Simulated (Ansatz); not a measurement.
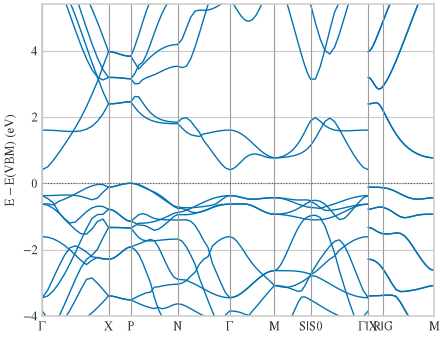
*Band structure from PBE (plane waves, PAW; program Ansatz)*

The gap is 0.41 eV; an edge lies off the plotted path or next to a special point (maximum off the standard path, minimum at Γ).

The material is SnS2 (anatase, I4_1/amd).

The cell is a constructed one: a structure type filled with these elements; neither database checked (COD, Materials Project) lists it. It is not the phase usual at ambient conditions (space group No. 164). The cell was relaxed with PBE under the symmetry of its start; whether a distortion lowers the energy is not shown. Spin–orbit coupling is left out wherever it is not named.

Potentials: the later of the program's two PAW sets.
